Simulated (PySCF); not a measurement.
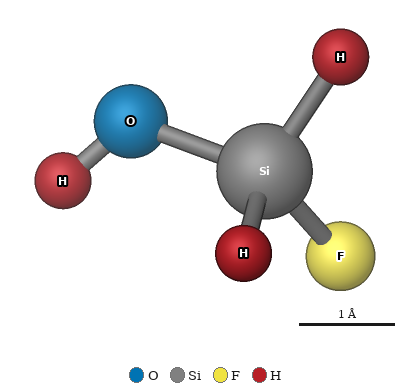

*The structure as given in the input (ball-and-stick view, seen at a tilt).*

Bond lengths as drawn: F–Si 1.60 Å, H–O 0.96 Å, H–Si 1.47 to 1.48 Å and O–Si 1.63 Å.

## SiH3OF: molecular dynamics (part 1 of 3)

- system: SiH3OF, SMILES O[SiH2]F
- method: PBE0/6-311G**, RKS (PySCF 2.14.0)

The geometry comes from this level: PBE0-D4/def2-TZVP.

**Output**
```
O     -0.853500    -0.209200    -0.924100
Si     0.378300    -0.009300     0.123900
F      0.180800    -0.922800     1.417800
H     -1.714200     0.150200    -0.705600
H      1.595600    -0.458500    -0.575800
H      0.455100     1.385600     0.617600

BOMD Time 0.00
converged SCF energy = -466.21516295708
--------------- DFRKS_Scanner gradients ---------------
         x                y                z
0 O     0.0056748416    -0.0002461588     0.0028211954
1 Si    -0.0062829508    -0.0062109785     0.0058019097
2 F     0.0017681341     0.0065713781    -0.0094891860
3 H    -0.0008053849     0.0008235469     0.0007881270
4 H    -0.0003453605    -0.0000648533     0.0004952449
5 H    -0.0000632742    -0.0008956424    -0.0003009622
----------------------------------------------
----------- NVTBerendson final geometry -----------
         x                y                z
0 O    -1.6128812473    -0.3953307053    -1.7462959117
1 Si     0.7148833929    -0.0175744530     0.2341370668
2 F     0.3416624833    -1.7438392677     2.6792536994
3 H    -3.2393685227     0.2838368639    -1.3333907535
4 H     3.0152470044    -0.8664394281    -1.0881043025
5 H     0.8600143593     2.6184045182     1.1670948545
----------------------------------------------
------------ NVTBerendson final velocity -----------
         x                y                z
0 O    -0.0000884862    -0.0003495062    -0.0001685366
1 Si     0.0001323154     0.0001354935    -0.0001087677
2 F     0.0000523068    -0.0001843197    -0.0000532802
3 H     0.0002199240     0.0010330087     0.0002971567
4 H    -0.0001215075     0.0003599654     0.0001779066
5 H     0.0003818433    -0.0001024507    -0.0007093923
----------------------------------------------
Ekin =   0.0060833740198
Epot = -466.2151629570795
Etot = -466.2090795830597

BOMD Time 20.70

WARN: Mole.unit (angstrom) is changed to B

converged SCF energy = -466.215171056991
--------------- DFRKS_Scanner gradients ---------------
         x                y                z
0 O     0.0078966877    -0.0024495035     0.0006884392
1 Si    -0.0038934866    -0.0034884337     0.0054553239
2 F     0.0014785562     0.0051636610    -0.0081616626
3 H    -0.0039997235     0.0024779753     0.0018819365
4 H    -0.0017376466     0.0005851232     0.0013207289
5 H     0.0001987136    -0.0023154116    -0.0010680925
----------------------------------------------
----------- NVTBerendson final geometry -----------
         x                y                z
0 O    -1.6147699233    -0.4026241554    -1.7498345140
1 Si     0.7176716131    -0.0147201985     0.2318423810
2 F     0.3427433475    -1.7477272328     2.6782002817
3 H    -3.2346841177     0.3053028589    -1.3272800987
4 H     3.0127510481    -0.8589182914    -1.0844486055
5 H     0.8679919694     2.6163705075     1.1523227749
----------------------------------------------
------------ NVTBerendson final velocity -----------
         x                y                z
0 O    -0.0000940435    -0.0003514711    -0.0001711913
1 Si     0.0001354868     0.0001385947    -0.0001119615
2 F     0.0000517738    -0.0001893676    -0.0000484506
3 H     0.0002488331     0.0010230444     0.0002845984
4 H    -0.0001107882     0.0003600435     0.0001691631
5 H     0.0003842723    -0.0000852170    -0.0007076097
----------------------------------------------
Ekin =   0.0061942050279
Epot = -466.2151710569909
Etot = -466.2089768519630

BOMD Time 41.40
converged SCF energy = -466.215099559222
--------------- DFRKS_Scanner gradients ---------------
         x                y                z
0 O     0.0095940735    -0.0045900029    -0.0013967693
1 Si    -0.0015145454    -0.0007543974     0.0050839044
2 F     0.0011781951     0.0037193749    -0.0067876867
3 H    -0.0066896092     0.0040449993     0.0029020957
4 H    -0.0030902042     0.0012169966     0.0021139733
5 H     0.0004623839    -0.0036673052    -0.0017986284
----------------------------------------------
----------- NVTBerendson final geometry -----------
         x                y                z
0 O    -1.6167899173    -0.4099386705    -1.7534110272
1 Si     0.7205145431    -0.0118141329     0.2294836824
2 F     0.3438143237    -1.7517098309     2.6772399794
3 H    -3.2290264342     0.3263569968    -1.3215621733
4 H     3.0106423865    -0.8514751717    -1.0810734856
5 H     0.8759856206     2.6148626986     1.1376849292
----------------------------------------------
------------ NVTBerendson final velocity -----------
         x                y                z
0 O    -0.0001009899    -0.0003517289    -0.0001722826
1 Si     0.0001376470     0.0001405427    -0.0001149786
2 F     0.0000513859    -0.0001935076    -0.0000443629
3 H     0.0003110054     0.0009943197     0.0002598787
4 H    -0.0000844584     0.0003527148     0.0001511397
5 H     0.0003835618    -0.0000521804    -0.0006970093
----------------------------------------------
Ekin =   0.0062218265323
Epot = -466.2150995592221
Etot = -466.2088777326898

BOMD Time 62.10
converged SCF energy = -466.214971443381
--------------- DFRKS_Scanner gradients ---------------
         x                y                z
0 O     0.0104342301    -0.0064855004    -0.0033407724
1 Si     0.0007686057     0.0019355931     0.0047142510
2 F     0.0008694180     0.0022488993    -0.0053778247
3 H    -0.0085371364     0.0053405609     0.0037538437
4 H    -0.0043282136     0.0018008905     0.0028315253
5 H     0.0007307393    -0.0048743930    -0.0024640689
----------------------------------------------
----------- NVTBerendson final geometry -----------
         x                y                z
0 O    -1.6189670386    -0.4172419194    -1.7569945355
1 Si     0.7233921872    -0.0088792773     0.2270639012
2 F     0.3448789313    -1.7557693601     2.6763565720
3 H    -3.2217588106     0.3466265371    -1.3164796055
4 H     3.0092409795    -0.8442595536    -1.0781672757
5 H     0.8839327010     2.6142019014     1.1233552417
----------------------------------------------
------------ NVTBerendson final velocity -----------
         x                y                z
0 O    -0.0001088788    -0.0003505118    -0.0001719305
1 Si     0.0001388606     0.0001413876    -0.0001178544
2 F     0.0000511705    -0.0001967846    -0.0000410695
3 H     0.0003991887     0.0009491176     0.0002243866
4 H    -0.0000433169     0.0003384349     0.0001244446
5 H     0.0003798001    -0.0000044616    -0.0006783736
----------------------------------------------
Ekin =   0.0061920614622
Epot = -466.2149714433814
Etot = -466.2087793819192

BOMD Time 82.80
converged SCF energy = -466.21481611905
--------------- DFRKS_Scanner gradients ---------------
         x                y                z
0 O     0.0102109064    -0.0079871307    -0.0050702757
1 Si     0.0028712410     0.0045275262     0.0043702722
2 F     0.0005542771     0.0007621952    -0.0039422666
3 H    -0.0093298885     0.0062149573     0.0043661475
4 H    -0.0053781634     0.0023076913     0.0034312593
5 H     0.0010067866    -0.0058626841    -0.0030382754
----------------------------------------------
----------- NVTBerendson final geometry -----------
         x                y                z
0 O    -1.6213152003    -0.4245068359    -1.7605568965
1 Si     0.7262859464    -0.0059377008     0.2245853530
2 F     0.3459411001    -1.7598887032     2.6755330265
3 H    -3.2124351289     0.3658047531    -1.3122360933
4 H     3.0088420259    -0.8374089526    -1.0759012499
5 H     0.8917710860     2.6146772624     1.1094899888
----------------------------------------------
------------ NVTBerendson final velocity -----------
         x                y                z
0 O    -0.0001170624    -0.0003481269    -0.0001702949
1 Si     0.0001392124     0.0001411863    -0.0001206236
2 F     0.0000511469    -0.0001992299    -0.0000386066
3 H     0.0005029814     0.0008914705     0.0001804029
4 H     0.0000110259     0.0003179460     0.0000901391
5 H     0.0003729940     0.0000559930    -0.0006527022
----------------------------------------------
Ekin =   0.0061360127769
Epot = -466.2148161190501
Etot = -466.2086801062732

BOMD Time 103.50
converged SCF energy = -466.214658555447
--------------- DFRKS_Scanner gradients ---------------
         x                y                z
0 O     0.0088436140    -0.0089893460    -0.0065343305
1 Si     0.0047148906     0.0069722824     0.0040695087
2 F     0.0002344713    -0.0007313893    -0.0024905256
3 H    -0.0089794348     0.0065633723     0.0046951146
4 H    -0.0061737607     0.0027112500     0.0038760203
5 H     0.0012930394    -0.0065670453    -0.0034991744
----------------------------------------------
----------- NVTBerendson final geometry -----------
         x                y                z
0 O    -1.6238330784    -0.4317128309    -1.7640733407
1 Si     0.7291789580    -0.0030104565     0.2220498309
2 F     0.3470049995    -1.7640509312     2.6747517746
3 H    -3.2008509215     0.3836831130    -1.3089806303
4 H     3.0096993048    -0.8310431988    -1.0744203809
5 H     0.8994372853     2.6165294144     1.0962237695
----------------------------------------------
------------ NVTBerendson final velocity -----------
         x                y                z
0 O    -0.0001247759    -0.0003449247    -0.0001675570
1 Si     0.0001388021     0.0001399978    -0.0001233149
2 F     0.0000513260    -0.0002008552    -0.0000369973
3 H     0.0006102112     0.0008267127     0.0001308178
4 H     0.0000761957     0.0002922499     0.0000497032
5 H     0.0003630632     0.0001264728    -0.0006211668
----------------------------------------------
Ekin =   0.0060792388175
Epot = -466.2146585554467
Etot = -466.2085793166292

BOMD Time 124.20
converged SCF energy = -466.2145112291
--------------- DFRKS_Scanner gradients ---------------
         x                y                z
0 O     0.0063693786    -0.0094381366    -0.0077104472
1 Si     0.0062373192     0.0092241554     0.0038320423
2 F    -0.0000885627    -0.0022205283    -0.0010354397
3 H    -0.0075175991     0.0063349609     0.0047263190
4 H    -0.0066605613     0.0029907311     0.0041351813
5 H     0.0015906345    -0.0069355182    -0.0038314397
----------------------------------------------
----------- NVTBerendson final geometry -----------
         x                y                z
0 O    -1.6265025645    -0.4388465459    -1.7675228192
1 Si     0.7320564306    -0.0001175104     0.2194587280
2 F     0.3480749004    -1.7682389483     2.6739949199
3 H    -3.1870665459     0.4001740521    -1.3067975464
4 H     3.0120097426    -0.8252591152    -1.0738349181
5 H     0.9068648747     2.6199351740     1.0836659419
----------------------------------------------
------------ NVTBerendson final velocity -----------
         x                y                z
0 O    -0.0001312217    -0.0003412736    -0.0001639045
1 Si     0.0001377425     0.0001378838    -0.0001259518
2 F     0.0000517125    -0.0002016560    -0.0000362536
3 H     0.0007082639     0.0007609743     0.0000788362
4 H     0.0001491391     0.0002625754     0.0000049868
5 H     0.0003498596     0.0002036022    -0.0005850731
----------------------------------------------
Ekin =   0.0060341009671
Epot = -466.2145112290997
Etot = -466.2084771281326

BOMD Time 144.90
converged SCF energy = -466.214371564463
--------------- DFRKS_Scanner gradients ---------------
         x                y                z
0 O     0.0029382044    -0.0093360715    -0.0085978419
1 Si     0.0073900037     0.0112533587     0.0036559758
2 F    -0.0004136750    -0.0036977677     0.0004159554
3 H    -0.0050827400     0.0055369930     0.0044758318
4 H    -0.0068031636     0.0031321965     0.0041912309
5 H     0.0018999104    -0.0069366380    -0.0040254717
----------------------------------------------
----------- NVTBerendson final geometry -----------
         x                y                z
0 O    -1.6292890019    -0.4459022778    -1.7708881471
1 Si     0.7349060047     0.0027224671     0.2168130189
2 F     0.3491550977    -1.7724353703     2.6732444262
3 H    -3.1714027815     0.4153228437    -1.3057027833
4 H     3.0159001976    -0.8201258599    -1.0742130410
5 H     0.9139837182     2.6249947708     1.0718976471
----------------------------------------------
------------ NVTBerendson final velocity -----------
         x                y                z
0 O    -0.0001356535    -0.0003375425    -0.0001595242
1 Si     0.0001361608     0.0001349132    -0.0001285540
2 F     0.0000523071    -0.0002016206    -0.0000363800
3 H     0.0007853383     0.0007006318     0.0000276715
4 H     0.0002262718     0.0002303374    -0.0000418790
5 H     0.0003332019     0.0002835040    -0.0005458383
----------------------------------------------
Ekin =   0.0059977815973
Epot = -466.2143715644632
Etot = -466.2083737828659

BOMD Time 165.60
converged SCF energy = -466.214225488641
--------------- DFRKS_Scanner gradients ---------------
         x                y                z
0 O    -0.0011922427    -0.0087553884    -0.0092329867
1 Si     0.0081534234     0.0130358361     0.0035465589
2 F    -0.0007397700    -0.0051519496     0.0018506039
3 H    -0.0019267448     0.0042492486     0.0039947105
4 H    -0.0065868927     0.0031306388     0.0040373684
5 H     0.0022188453    -0.0065601236    -0.0040812247
----------------------------------------------
----------- NVTBerendson final geometry -----------
         x                y                z
0 O    -1.6321432491    -0.4528820931    -1.7741560853
1 Si     0.7377182104     0.0054923900     0.2141132516
2 F     0.3502499105    -1.7766226484     2.6724821806
3 H    -3.1544109491     0.4293074201    -1.3056469209
4 H     3.0214184780    -0.8156813241    -1.0755763132
5 H     0.9207199323     2.6317237153     1.0609691316
----------------------------------------------
------------ NVTBerendson final velocity -----------
         x                y                z
0 O    -0.0001374631    -0.0003340812    -0.0001545939
1 Si     0.0001342006     0.0001311671    -0.0001311433
2 F     0.0000531106    -0.0002007443    -0.0000373765
3 H     0.0008317162     0.0006516443    -0.0000198064
4 H     0.0003036923     0.0001970747    -0.0000886040
5 H     0.0003129206     0.0003620277    -0.0005049551
----------------------------------------------
Ekin =   0.0059563579538
Epot = -466.2142254886414
Etot = -466.2082691306876

BOMD Time 186.30
converged SCF energy = -466.214055531718
--------------- DFRKS_Scanner gradients ---------------
         x                y                z
0 O    -0.0056647308    -0.0078434354    -0.0096848122
1 Si     0.0085361206     0.0145650483     0.0034959095
2 F    -0.0010664543    -0.0065744715     0.0032586584
3 H     0.0015984937     0.0026283427     0.0033692618
4 H    -0.0060217140     0.0029898618     0.0036816385
5 H     0.0025430940    -0.0058211151    -0.0040063322
----------------------------------------------
----------- NVTBerendson final geometry -----------
         x                y                z
0 O    -1.6350055126    -0.4597953036    -1.7773170556
1 Si     0.7404868426     0.0081771540     0.2113593229
2 F     0.3513637429    -1.7807834767     2.6716900944
3 H    -3.1368152173     0.4424219792    -1.3065264481
4 H     3.0285294772    -0.8119303539    -1.0778977054
5 H     0.9269967652     2.6400499726     1.0508986956
----------------------------------------------
------------ NVTBerendson final velocity -----------
         x                y                z
0 O    -0.0001362628    -0.0003311873    -0.0001492660
1 Si     0.0001320180     0.0001267428    -0.0001337495
2 F     0.0000541270    -0.0001990414    -0.0000392389
3 H     0.0008410299     0.0006187462    -0.0000614707
4 H     0.0003774512     0.0001643622    -0.0001328859
5 H     0.0002889016     0.0004350292    -0.0004639239
```
